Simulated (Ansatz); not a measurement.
## Be: pressure series

Take Be in the hcp (Mg type) structure (space group P6_3/mmc, No. 194; a = 2.264 Å, c = 3.564 Å) as the base.

Cell and atoms are relaxed at each pressure.

Computed with r2SCAN (Ansatz, a quantum-chemistry and plane-wave program, PAW, no spin-orbit coupling).

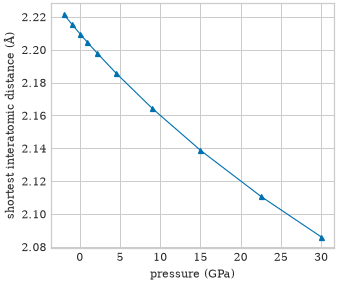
Figure: Shortest interatomic distance against pressure

```tsv
pressure (GPa)	shortest interatomic distance
-2	2.222 Å
-1	2.216 Å
0.9	2.205 Å
2.1	2.198 Å
4.5	2.186 Å
9	2.164 Å
15	2.139 Å
22.5	2.111 Å
30	2.086 Å
```

Load acts through the strain it causes; cell and atoms are relaxed under it. No phonon test of stability was made. No other phases were tried under pressure.
